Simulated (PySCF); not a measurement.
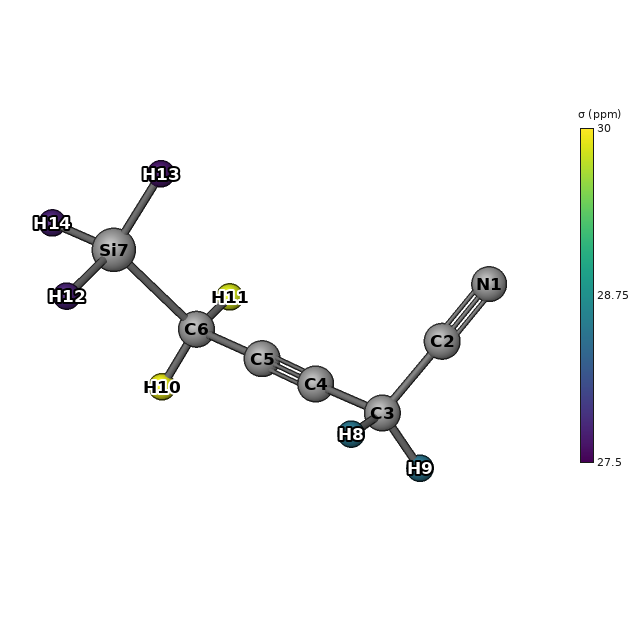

Atoms are coloured by their isotropic NMR shieldings (H only, the others grey). The geometry was computed by an optimisation with GFN2-xTB. No frequency run is at hand to confirm it as a minimum. Level of theory: GIAO PBE0/pcSseg-1 NMR shielding, non-relativistic, gas phase (PySCF 2.14.0).

### Which H atom is the most shielded (lowest chemical shift)?

H10 (29.89 ppm).

### Which H atom is the least shielded (highest chemical shift)?

H13 (27.65 ppm).

### How wide is the range of H shifts?

2.24 ppm.

List the isotropic NMR shieldings of the H atoms.

```
atom  σ (ppm)
  H8    28.49
  H9    28.47
 H10    29.89
 H11    29.83
 H12    27.73
 H13    27.65
 H14    27.73
```

The geometry is semi-empirical. Around Si such bond lengths and angles can be off by a tenth of an ångström or more and by several degrees, and values that hang on the shape move with them.
